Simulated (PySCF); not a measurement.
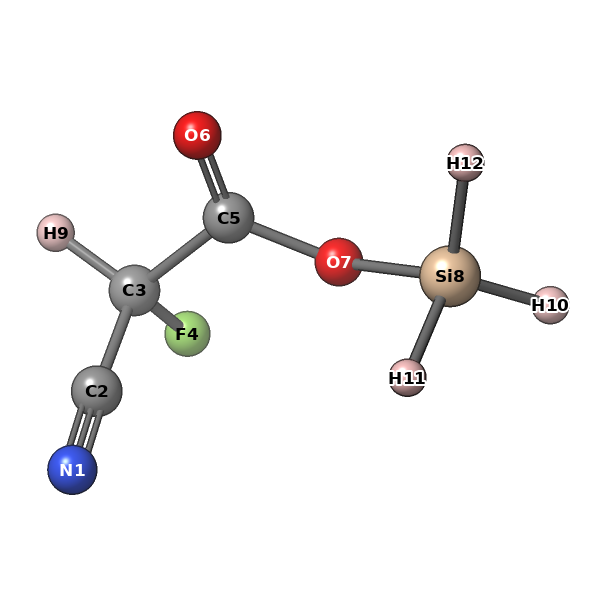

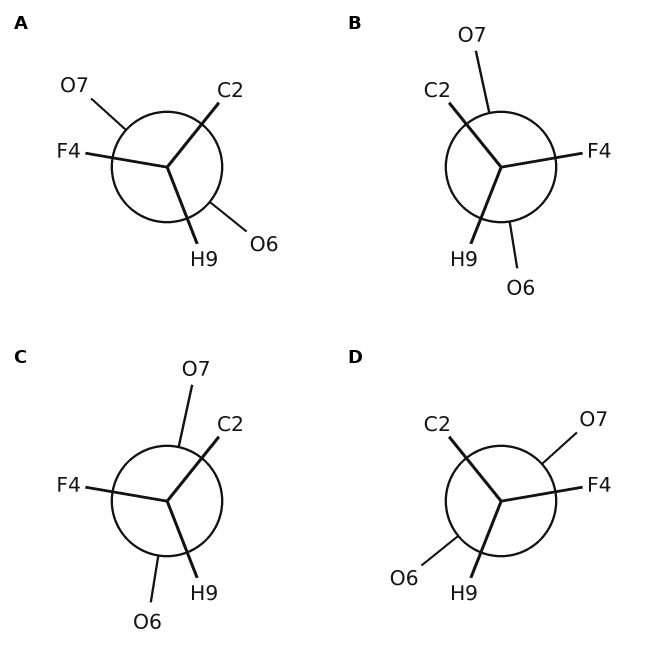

Distant atoms are faded towards the background colour. Bonds that would overlap in a projection are set slightly apart. Geometry: an image of a reaction path computed with GFN2-xTB, not a minimum.

### Which Newman projection shows the view along C3–C5, with C3 in front?

D. The torsion angle F4–C3–C5–O7 is −33°, synclinal (gauche).
